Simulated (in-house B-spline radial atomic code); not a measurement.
**Zr⁺: excited configurations in jj coupling**

Wanted: excitation energies of Zr⁺ as differences of total energies (ΔSCF).

Program: in-house B-spline radial atomic code version 1. Level of theory: Dirac-Hartree-Fock, average of configuration, Fermi nucleus, basis-set limit. These are calculated values, not measurements, unless marked.

**1. The atom as given**

```
element       : zirconium (Z = 40)
charge        : +1
electrons     : 39
configuration : 1s2 2s2 2p6 3s2 3p6 3d10 4s2 4p6 4d-2 5s1
Hamiltonian   : Dirac-Coulomb
nucleus       : Fermi, rms radius 4.269 fm
```

In configurations, a minus sign after the shell means j = l − 1/2 and a plus sign j = l + 1/2; the count of electrons follows.

The run's settings:

```ini
Z = 40
electrons = 39.0
configuration = 1s2 2s2 2p6 3s2 3p6 3d10 4s2 4p6 4d-2 5s1
hamiltonian = dirac
method = hf
spin_polarised = False
nucleus = fermi
rms_radius = 4.2694
mass_number = 90
atomic_mass = 89.904698755
speed_of_light = 137.035999084
```

This reference run was done before. Its total energy is -3596.886119 hartree, and its levels are (the highest eight at most):

| orbital | occupation | energy (eV) | <r> (bohr) |
| --- | --- | --- | --- |
| 3p3/2 | 4 | -360.40 | 0.4627 |
| 3d3/2 | 4 | -209.51 | 0.4488 |
| 3d5/2 | 6 | -206.54 | 0.4527 |
| 4s1/2 | 2 | -74.755 | 1.222 |
| 4p1/2 | 2 | -49.694 | 1.360 |
| 4p3/2 | 4 | -46.110 | 1.380 |
| 4d3/2 | 2 | -14.576 | 2.084 |
| 5s1/2 | 1 | -12.014 | 3.592 |

**2. Run with 1s2 2s2 2p6 3s2 3p6 3d10 4s2 4p6 4d-1 4d+1 6g-1**

The run's settings:

```ini
Z = 40
electrons = 39.0
configuration = 1s2 2s2 2p6 3s2 3p6 3d10 4s2 4p6 4d-1 4d+1 6g-1
hamiltonian = dirac
method = hf
spin_polarised = False
nucleus = fermi
rms_radius = 4.2694
mass_number = 90
atomic_mass = 89.904698755
speed_of_light = 137.035999084
```

**3. Configuration 1s2 2s2 2p6 3s2 3p6 3d10 4s2 4p6 4d-1 5s1 8f+1**

Settings: those of step 2 with these lines changed.

```diff
@@ -2,3 +2,3 @@
 electrons = 39.0
-configuration = 1s2 2s2 2p6 3s2 3p6 3d10 4s2 4p6 4d-1 4d+1 6g-1
+configuration = 1s2 2s2 2p6 3s2 3p6 3d10 4s2 4p6 4d-1 5s1 8f+1
 hamiltonian = dirac
```

**4. Configuration 1s2 2s2 2p6 3s2 3p6 3d10 4s2 4p-1 4p+4 4d-2 5s1 9p-1**

Settings: those of step 3 with these lines changed.

```diff
@@ -2,3 +2,3 @@
 electrons = 39.0
-configuration = 1s2 2s2 2p6 3s2 3p6 3d10 4s2 4p6 4d-1 5s1 8f+1
+configuration = 1s2 2s2 2p6 3s2 3p6 3d10 4s2 4p-1 4p+4 4d-2 5s1 9p-1
 hamiltonian = dirac
```

**5. Run with 1s2 2s2 2p6 3s2 3p6 3d-3 3d+6 4s2 4p6 4d-2 5s1 8s1**

Settings: those of step 4 with these lines changed.

```diff
@@ -2,3 +2,3 @@
 electrons = 39.0
-configuration = 1s2 2s2 2p6 3s2 3p6 3d10 4s2 4p-1 4p+4 4d-2 5s1 9p-1
+configuration = 1s2 2s2 2p6 3s2 3p6 3d-3 3d+6 4s2 4p6 4d-2 5s1 8s1
 hamiltonian = dirac
```

**6. 1s2 2s2 2p6 3s2 3p6 3d10 4s2 4p6 4d+1 5s1 7d+1**

Settings: those of step 5 with these lines changed.

```diff
@@ -2,3 +2,3 @@
 electrons = 39.0
-configuration = 1s2 2s2 2p6 3s2 3p6 3d-3 3d+6 4s2 4p6 4d-2 5s1 8s1
+configuration = 1s2 2s2 2p6 3s2 3p6 3d10 4s2 4p6 4d+1 5s1 7d+1
 hamiltonian = dirac
```

**7. Configuration 1s2 2s2 2p6 3s2 3p6 3d-3 3d+6 4s2 4p6 4d-2 5s1 6d+1**

Settings: those of step 6 with these lines changed.

```diff
@@ -2,3 +2,3 @@
 electrons = 39.0
-configuration = 1s2 2s2 2p6 3s2 3p6 3d10 4s2 4p6 4d+1 5s1 7d+1
+configuration = 1s2 2s2 2p6 3s2 3p6 3d-3 3d+6 4s2 4p6 4d-2 5s1 6d+1
 hamiltonian = dirac
```

**8. 1s2 2s2 2p6 3s2 3p6 3d-3 3d+6 4s2 4p6 4d-2 5s1 7d+1**

Settings: those of step 7 with these lines changed.

```diff
@@ -2,3 +2,3 @@
 electrons = 39.0
-configuration = 1s2 2s2 2p6 3s2 3p6 3d-3 3d+6 4s2 4p6 4d-2 5s1 6d+1
+configuration = 1s2 2s2 2p6 3s2 3p6 3d-3 3d+6 4s2 4p6 4d-2 5s1 7d+1
 hamiltonian = dirac
```

**9. 1s2 2s2 2p6 3s2 3p6 3d10 4s2 4p-1 4p+4 4d-2 5s1 9d+1**

Settings: those of step 8 with these lines changed.

```diff
@@ -2,3 +2,3 @@
 electrons = 39.0
-configuration = 1s2 2s2 2p6 3s2 3p6 3d-3 3d+6 4s2 4p6 4d-2 5s1 7d+1
+configuration = 1s2 2s2 2p6 3s2 3p6 3d10 4s2 4p-1 4p+4 4d-2 5s1 9d+1
 hamiltonian = dirac
```

**10. Run with 1s2 2s2 2p6 3s2 3p6 3d-3 3d+6 4s2 4p6 4d-1 4d+1 5s1 9g-1**

Settings: those of step 9 with these lines changed.

```diff
@@ -2,3 +2,3 @@
 electrons = 39.0
-configuration = 1s2 2s2 2p6 3s2 3p6 3d10 4s2 4p-1 4p+4 4d-2 5s1 9d+1
+configuration = 1s2 2s2 2p6 3s2 3p6 3d-3 3d+6 4s2 4p6 4d-1 4d+1 5s1 9g-1
 hamiltonian = dirac
```

**Question.** How far above the reference does each configuration lie (order and size, in eV)?

**Answer**, as computed:

| net move | configuration | energy above the reference (eV) | with Breit, QED, recoil (eV) | largest <r> (bohr) |
| --- | --- | --- | --- | --- |
| 4d3/2, 5s → 4d5/2, 6g7/2 | 1s2 2s2 2p6 3s2 3p6 3d10 4s2 4p6 4d-1 4d+1 6g-1 | 10.652 | 10.639 | 22.0 |
| 2×4d3/2 → 4d5/2, 7d5/2 | 1s2 2s2 2p6 3s2 3p6 3d10 4s2 4p6 4d+1 5s1 7d+1 | 11.911 | 11.916 | 19.9 |
| 4d3/2 → 8f7/2 | 1s2 2s2 2p6 3s2 3p6 3d10 4s2 4p6 4d-1 5s1 8f+1 | 12.834 | 12.845 | 44.1 |
| 4p1/2 → 9p1/2 | 1s2 2s2 2p6 3s2 3p6 3d10 4s2 4p-1 4p+4 4d-2 5s1 9p-1 | 46.409 | 46.366 | 31.3 |
| 4p1/2 → 9d5/2 | 1s2 2s2 2p6 3s2 3p6 3d10 4s2 4p-1 4p+4 4d-2 5s1 9d+1 | 46.691 | 46.647 | 39.2 |
| 3d3/2 → 6d5/2 | 1s2 2s2 2p6 3s2 3p6 3d-3 3d+6 4s2 4p6 4d-2 5s1 6d+1 | 195.66 | 195.61 | 12.6 |
| 3d3/2 → 8s | 1s2 2s2 2p6 3s2 3p6 3d-3 3d+6 4s2 4p6 4d-2 5s1 8s1 | 196.50 | 196.45 | 19.6 |
| 3d3/2 → 7d5/2 | 1s2 2s2 2p6 3s2 3p6 3d-3 3d+6 4s2 4p6 4d-2 5s1 7d+1 | 196.67 | 196.62 | 19.9 |
| 3d3/2, 4d3/2 → 4d5/2, 9g7/2 | 1s2 2s2 2p6 3s2 3p6 3d-3 3d+6 4s2 4p6 4d-1 4d+1 5s1 9g-1 | 198.02 | 197.96 | 55.7 |

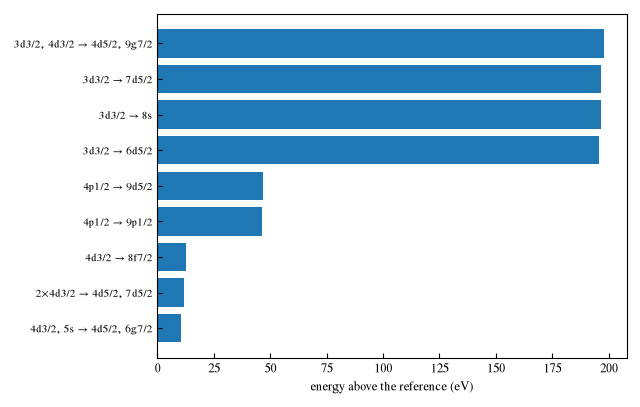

The configurations in order of energy, labelled by the net move of electrons.

**Reading.** The energies run from 10.652 eV (4d3/2, 5s → 4d5/2, 6g7/2) to 198.02 eV (3d3/2, 4d3/2 → 4d5/2, 9g7/2). Koopmans' estimate of the ionisation threshold is 12.014 eV; 7 configurations exceed it by over 2 % and could autoionise. Two partly filled shells share a symmetry and can mix in the average, which may lower the energy, for: 2×4d3/2 → 4d5/2, 7d5/2; 4p1/2 → 9p1/2; 3d3/2 → 6d5/2; 3d3/2 → 8s; 3d3/2 → 7d5/2; 3d3/2, 4d3/2 → 4d5/2, 9g7/2. These are averages over configurations, without correlation, not spectroscopic levels.
